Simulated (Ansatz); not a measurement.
# SnSe2 monolayer (1T): from the cell to its phonons, part 2 of 3

Aim: the vibrations of SnSe2 monolayer (1T), their spectra, and whether the structure is stable.

Ansatz 0.2.0; DFT PBEsol, scalar-relativistic, plane waves, PAW; PAW set soft_1.

So far. Step 2 (Bringing the structure to rest): The program solves this slab on a cell height of its own, 29.9 Å, in place of the one typed.

**3. Tight relaxation**

Phonons need a cell at rest on their own settings, so the relaxation is repeated with tight tolerances on forces and stress, using the mesh and the filling of the phonon run that follows.

input.yaml reads:

```yaml
crystal:
  lattice:
    - [3.8023301087, 0.0, 0.0]
    - [-1.9011650543, 3.2929144677, 0.0]
    - [0.0, 0.0, 29.9272]
  atoms:
    - { symbol: Sn, position: [0.0, 0.0, 0.3341441899] }
    - { symbol: Se, position: [0.3333333333, 0.6666666667, 0.387164914] }
    - { symbol: Se, position: [0.6666666667, 0.3333333333, 0.2811234658] }
  periodic: [true, true, false]
kpoints:
  mp_grid: { grid: [9, 9, 1] }
hamiltonian:
  xc: pbesol
  pseudopotentials: { kind: paw, azcp: { folder: soft_1 }, xc_functional: pbe }
scf:
  occupations: { method: fixed }
output:
  forces: true
  stress: true
  eigenvalues: true
  write_density: true
  write_potential: true
  elf: true
  volumetric_format: npy
relax:
  adjacent_minimum: "off"
  f_tol: 0.001
  max_steps: 60
  cell: { stress_2d_tol: 0.002 }
```

Command:

```sh
ansatz run input.yaml --threads 8 --pin off --max-ram 16384MiB --backend cpu --events-out ev --progress --plain --runs-dir out
```

Numbers of over 12 decimals in the logs are rounded to 6 here.

What it wrote:

```text
[...]
Crystal: 3 atoms, lattice volume = 374.711 Å³
Basis set: ecut = 420 eV, 7301 PW (Γ), exchange–correlation on 54×54×432 points (8 copies of the dense FFT grid, shifted against one another)
Bands: 28, of which v1, the nominal top of the filled ones, is band 23 counted from 1 (22 counted from 0)
Symmetry: 12 space group operations
[...]
k-points: 12 of 81
[...]
° read free of the cell's end (the report's vacuum.weakly_bound_levels)
--- Relaxed structure (3 steps of the walk, 2 accepted, 1 SCFs on fresh bases) ---
[...]
cell:  # Å, volume = 374.6688 Å³
    - [3.802116, -2.8865869443960077e-11, 0]
    - [-1.901058, 3.292729, 0]
    - [0, 0, 29.9272]
  atoms:
    - { symbol: Sn, position: [0, 0, 0.3341441899] }
    - { symbol: Se, position: [0.333333, 0.666667, 0.387161] }
    - { symbol: Se, position: [0.666667, 0.333333, 0.281127] }
[key lines of the parts left out:]
SCF converged after 10 iterations
Free energy (F): -16799.249206 eV
Fermi energy:    -5.980527 eV
P = ½ c Tr σ = -0.0016 N/m
```

Wall time 5.5 s (8 threads of Arm Neoverse V2, shared host); peak memory 0.97 GiB.

Little changed from the start: no atom moved by 0.005 Å and no cell edge by 0.1 %.

Numbers from this step:

```
gap on the k-mesh : 0.7997 eV
area per atom     : 4.173 Å²
```

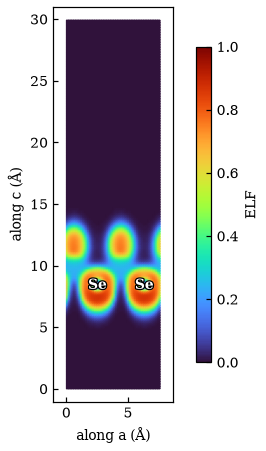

ELF in the ac plane at fractional y = 0.333, with atoms of Se within 0.2 Å of it. It is the smooth field of the valence electrons, not physical close to the nuclei.

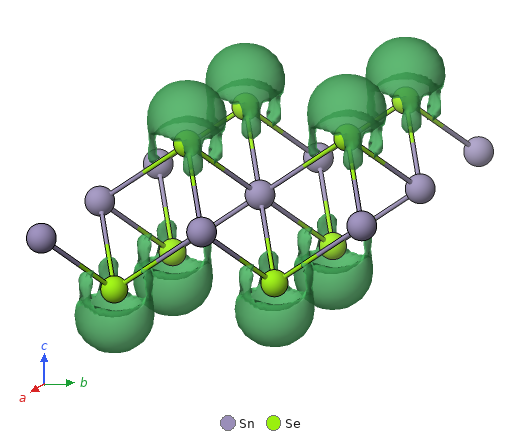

Surface of ELF = 0.79. 2×2×1 cells are drawn.

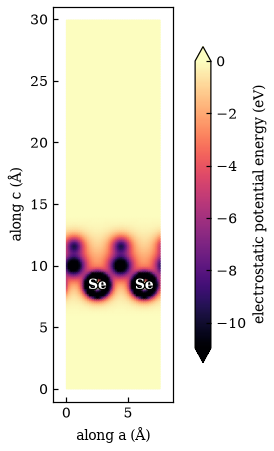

Electrostatic potential energy in the ac plane at fractional y = 0.333, with atoms of Se within 0.2 Å of it. With pseudopotentials it is smooth inside the atoms' cores, unlike the true potential.

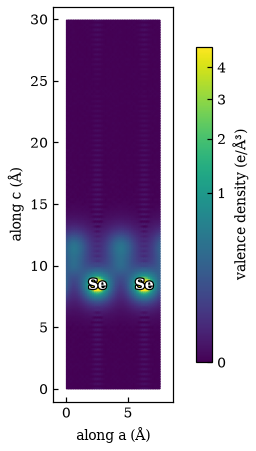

Valence density in the ac plane at fractional y = 0.333, with atoms of Se within 0.2 Å of it. It is the smooth field of the valence electrons, not physical close to the nuclei. The colour scale is stretched toward low values.

The largest force component left is 0.016 meV/Å, within the tolerances set.

**4. Linear response at the zone centre**

The zone centre comes first: it holds the modes that light can see, as far as symmetry allows. The response to a homogeneous field gives the Born charges and the dielectric tensor, and its change with displacement the Raman tensors.

input.yaml, the sections that differ from step 3:

```yaml
crystal:
  lattice:
    - [3.8021163291, 0.0, 0.0]
    - [-1.9010581645, 3.2927293291, 0.0]
    - [0.0, 0.0, 29.9272]
  atoms:
    - { symbol: Sn, position: [0.0, 0.0, 0.3341441899] }
    - { symbol: Se, position: [0.3333333333, 0.6666666667, 0.3871613955] }
    - { symbol: Se, position: [0.6666666667, 0.3333333333, 0.2811269843] }
  periodic: [true, true, false]
output:
  eigenvalues: true
phonons:
  method: dfpt
  dielectric: true
  raman: true
# kpoints, hamiltonian, scf: as in step 3
# relax: removed
```

What it wrote:

```text
Warning: phonons.dielectric: true without phonons.rigid_motions: the static dielectric tensor ε⁰ will be withheld (ε∞, Z* and the rows of modes are given); for a crystal or a slab, whose only rigid motions are the translations, set phonons.rigid_motions: translations
Warning: crystal.symmetry: narrowed to the stabiliser of the run's FFT grids — unitary ops 12 → 6. A phonons.method: dfpt run fills in the rows of the dynamical matrix that it does not solve by its symmetry operations, which is exact only for operations that map its FFT grids onto themselves: filled in by any other, the frequencies could depend on the order in which like atoms are typed, or, by more than the grids' own error, on where the crystal sits among the grids' points. Excluded: 6 operations. The run can therefore solve more perturbations, solve them on more k-points, or both, and cost more. [rest of the remark cut]
[...]
Crystal: 3 atoms, lattice volume = 374.669 Å³
Basis set: ecut = 420 eV, 7301 PW (Γ), exchange–correlation on 54×54×432 points (8 copies of the dense FFT grid, shifted against one another)
Bands: 28, of which v1, the nominal top of the filled ones, is band 23 counted from 1 (22 counted from 0)
Symmetry: 12 space group operations
k-points: 25 of 81 (irreducible under 2 space group operations, time reversal used)
[...]
SCF iter  10: F=-16799.249206 eV  HF=-16799.249206 eV  |F-HF|=4.73e-11  |Δ(HF+E_count)|=  1.75e-10  Δρ=7.63e-8  dr2=2.73e-11  ethr=1.00e-12  ⟨swp⟩=28.3  Hψ=7124  notcnv=0
SCF 1 converged in 10 iterations: F = -16799.249206 eV  dr2 = 2.73e-11
[...]
NSCF: frozen V_eff on 2 k-points
DFPT response loops at Γ: preconditioner auto → none (the input reference at scf.mixing.eps_inf says where Resta's filter doesn't serve); β = 0.50; Broyden in place of MSR1
── the response to a field inside a basis, on 16×16×2 k-points: an SCF that follows is theirs, and a resumed run solves both again ──
Bands: 24, of which v1, the nominal top of the filled ones, is band 23 counted from 1 (22 counted from 0)
k-points: 136
[...]
Eigensolver: Dense (136 Hₖ)
SCF iter   1: F=—  HF=-16799.232907 eV  |F-HF|=—  |Δ(HF+E_count)|=         —  Δρ=9.29e-5  dr2=9.47e-6  ethr=1.00e-1
[...]
SCF iter   6: F=-16799.232911 eV  HF=-16799.232911 eV  |F-HF|=8.37e-11  |Δ(HF+E_count)|=   2.39e-9  Δρ=6.53e-8  dr2=1.95e-11  ethr=2.22e-12
SCF 1 converged in 6 iterations: F = -16799.232911 eV  dr2 = 1.95e-11
[...]
SCF converged after 10 iterations
Free energy (F): -16799.249206 eV
[...]
Internal energy: -16799.249206 eV  (E = F + TS)
E sigma→0 (E₀):  -16799.249206 eV
Fermi energy:    -5.980527 eV
[...]
--- Band table (eV; the first three rows and the last of 25) ---
  k-point 0: bands = [... 19 lower, -6.4655, -6.4655, -6.0596, -6.0596, -4.3548, -2.9473, -1.3741, -1.3741, ... 1 higher]
  k-point 1: bands = [... 19 lower, -7.1337, -6.8477, -6.6929, -5.9805, -3.7873, -2.3040, -1.5030 (-1.5030°), -1.0856, ... 1 higher]
  k-point 2: bands = [... 19 lower, -7.7583, -7.4534, -6.9297, -6.0548, -3.9514, -1.9812, -0.5952 (-0.5953°), -0.5417, ... 1 higher]
  k-point 24: bands = [... 19 lower, -9.2572, -8.1714, -7.2878, -6.4864, -3.9476, -1.2952, -0.4774, 0.0272, ... 1 higher]
  ° read free of the cell's end (the report's vacuum.weakly_bound_levels)
--- Phonons (Γ-DFPT): 6 representative perturbations + reference, on 25 of 81 k-points (Σ response iterations 24) ---
  ASR residual: 7.372e-5 → 0.000e0 eV/Å²; symmetrization residual: 6.527e-5 eV/Å²
  The last average, over the group as it would stand without the narrowing to the FFT grids, took up to 6.433e-6 eV/Å² of the zone centre's force constants
  ASR residual per site (eV/Å²): 7.37e-5 3.28e-5 1.91e-5
  Γ frequencies (cm⁻¹): 0.00 0.00 0.00 108.72 108.72 146.83 146.83 184.28 257.99
  ε∞ (high-frequency dielectric tensor):
        3.101848     0.000000     0.000000
        0.000000     3.101848     0.000000
        0.000000     0.000000     1.176613
  α∞ (the layer's polarisability for a field applied outside it; Å, Gaussian; ε∞ is over the cell's 29.927 Å):
        5.005617     0.000000     0.000000
        0.000000     5.005617     0.000000
        0.000000     0.000000     0.420608
  ε⁰ (static dielectric tensor): not given — the deck does not say what the cell's rigid motions are, and on a molecule in a box or a wire the rigid rotations would enter the sum over the modes at Γ. For a crystal or a slab, whose only rigid motions are the translations, set phonons.rigid_motions: translations.
  Born effective charges Z* (e; rows j = field, columns β = displacement):
    site 0:
         4.91537    0.00000    0.00000
         0.00000    4.91537    0.00000
         0.00000    0.00000    0.28460
    site 1:
        -2.45769   -0.00000   -0.00000
        -0.00000   -2.45769   -0.00000
        -0.00000   -0.00000   -0.14230
    site 2:
        -2.45769   -0.00000   -0.00000
        -0.00000   -2.45769   -0.00000
        -0.00000   -0.00000   -0.14230
  Z* charge neutrality: 3.537e-3 e pre-enforcement
  solved inside a basis spanned on kpoints, on 16×16×2 k-points transformed towards the longest dipole: ε∞ is read to err by 1.5e-2, Z* by 6.0e-2 e (field_mesh: kpoints solves on kpoints); Z* is corrected for what the basis lacks
  Raman tensors (in the event stream and the table raman_tensors.tsv): an entry may err by 7.8e-1 Å², one of the second-order susceptibility by 1.2e-19 pm/V (basis, points and sum rule); their sum over the sites missed zero by 7.105e-15 Å² ahead of its enforcement
  optical modes at Γ without the LO–TO term, one row a degenerate level:
      ω (cm⁻¹)  modes    IR ((D/Å)²/amu)  static Raman (Å⁴/amu)  depolarisation
        108.72      2             0.0000                66.1319           0.750
        146.83      2            16.4495                 0.0000               —
        184.28      1             0.0000              1003.4970           0.117
        257.99      1             0.0276                 0.0000               —
```

Elapsed: 8.9 min, on 8 threads; peak memory 4 GiB.

In the SCF lines HF is the Harris–Foulkes energy and dr2 the Hartree energy of the density residual, in eV; the loop may stop once dr2 is under the threshold and the program's other checks hold. Hψ counts applications of the Hamiltonian.

This step gave:

- sum-rule residual before enforcement: 7.37e-5 eV/Å²
- miss of the charge sum rule: 0.003537 e
- estimated error of the dielectric tensor: 0.01499
- estimated error of the Born charges: 0.06036 e
- point group: -3m
- highest optical mode at the zone centre (no LO-TO term): 258.0 cm⁻¹
- lowest optical zone-centre mode: 108.7 cm⁻¹
- largest Born charge (third of the trace): 3.372 e

Without the LO-TO term. Patterns of degenerate modes are one choice out of their space. Modes at Γ, with each element's share of the kinetic energy:

```
mode  frequency (cm⁻¹)  symmetry  Sn %  Se %
   1               0.0  acoustic    43    57
   2               0.0  acoustic    43    57
   3               0.0  acoustic    43    57
   4             108.7        Eg     0   100
   5             108.7        Eg     0   100
   6             146.8        Eu    57    43
   7             146.8        Eu    57    43
   8             184.3       A1g     0   100
   9             258.0       A2u    57    43
```

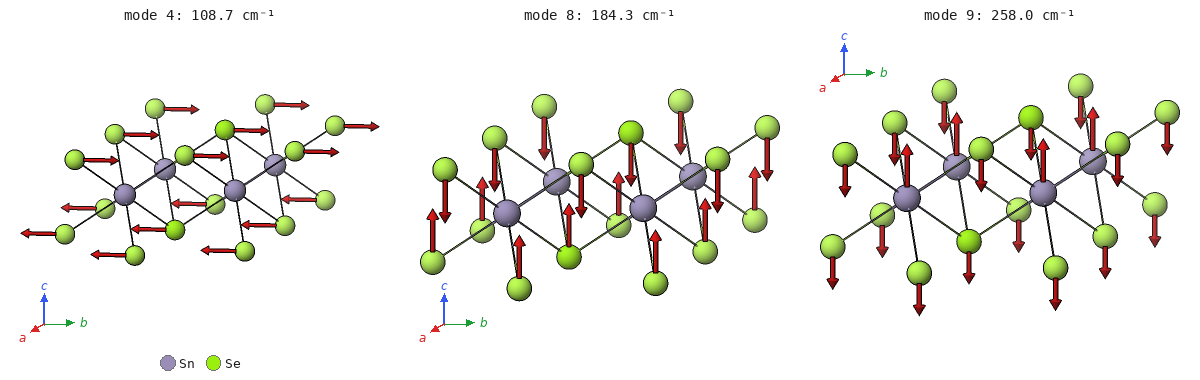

Displacement patterns of modes 4, 8 and 9 at Γ; arrows are exaggerated. Some periodic images of atoms are drawn too.

High-frequency dielectric tensor, averaged over the cell of height 29.9 Å or as lengthened by the program, vacuum included. Tensor:

```
       x      y      z
x  3.102      0      0
y      0  3.102      0
z      0      0  1.177
```

Born charge (rows field, columns displacement) (e), principal values of the symmetric part by kind of site:

```
atom  atoms with these values    low  middle   high   mean
 Sn1                        1   0.28    4.92   4.92   3.37
 Se2                        2  -2.46   -2.46  -0.14  -1.69
```

In full for Sn1:

```
4.92 0.00 0.00
0.00 4.92 0.00
0.00 0.00 0.28
```

Transverse modes. Infrared lines, with heights relative to the strongest:

```
position (cm⁻¹)  label  relative intensity
            109     Eg                 0.0
            147     Eu                 100
            184    A1g                 0.0
            258    A2u                 0.2
```

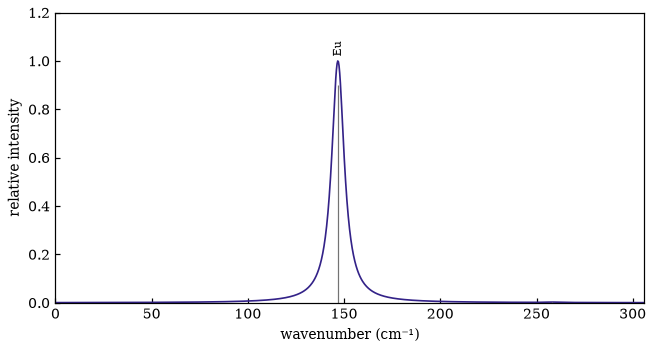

The infrared spectrum, broadened with Lorentzians of width 8 cm⁻¹; bars mark the lines.

Activity x (w_L - w)^4 (n + 1)/w, 532 nm, 300 K; the tensors are static ones, while 532 nm light lies above the computed direct gap, where resonance would change the heights. Lines of the Raman spectrum (strongest = 100):

```
position (cm⁻¹)  label  relative intensity
            109     Eg                  16
            147     Eu                 0.0
            184    A1g                 100
            258    A2u                 0.0
```

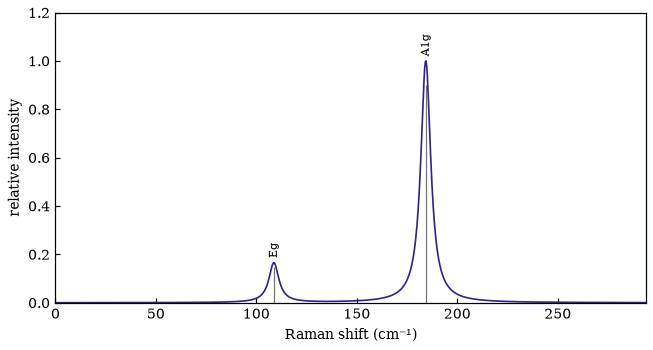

The Raman spectrum, broadened with Lorentzians of width 6 cm⁻¹; bars mark the lines.

Before it was imposed, the acoustic sum rule was missed by 7.4e-5 eV/Å² and the charge sum rule by 0.0035 e. Small misses are needed for a sound result but don't prove that mesh and cutoff are converged. The lowest optical mode is real, 109 cm⁻¹.

(Part 2 of 3 ends here.)

[Logs are printed without paths, hosts, clocks, repeated set-up lines and the standing remarks that a program may print on its own settings, such as how far it seeks lower states.]

[Hosts, paths, dates, database ids (printed as entryN), source tags and the programs' standing remarks are cut or masked in the printed files.]
